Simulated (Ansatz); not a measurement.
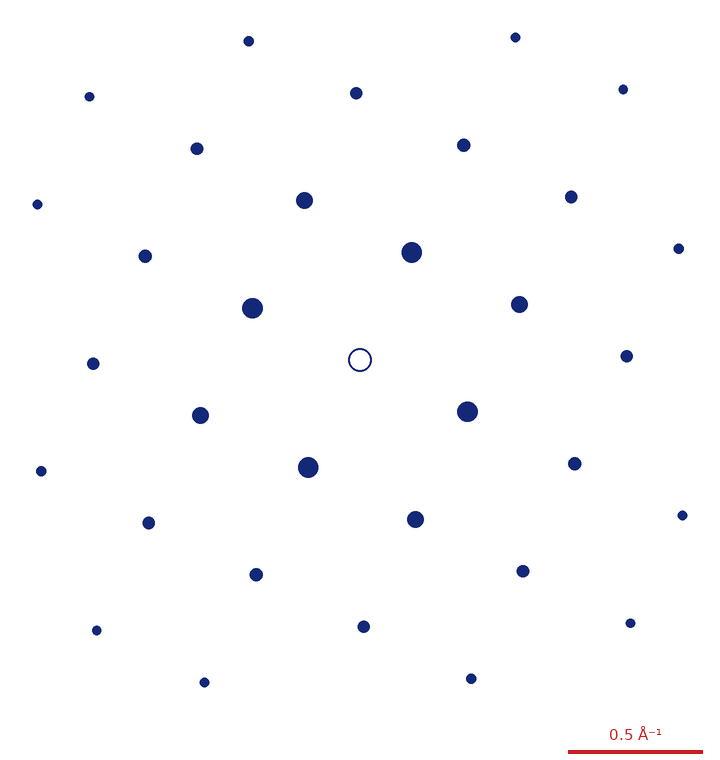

The pattern is a kinematic simulation for 300 kV electrons (no multiple scattering; isotropic B = 0.5 Å²).

Describe the geometry of this pattern.

The spots form a square net with both shortest vectors at d = 2.23 Å, 90.0° apart.

What is the point symmetry of the pattern, intensities included?

4mm. A fourfold pattern needs a tetragonal or cubic crystal seen along a 4 or -4 axis.

Which crystal and zone produced it?

This cannot be fixed from one zone alone; the pattern is [001] of Mo, space group Im-3m (No. 229), a = 3.16 Å. The net vectors are 1 -1 0 and 1 1 0. Structure: the input geometry of an electronic-structure calculation (not necessarily at equilibrium).
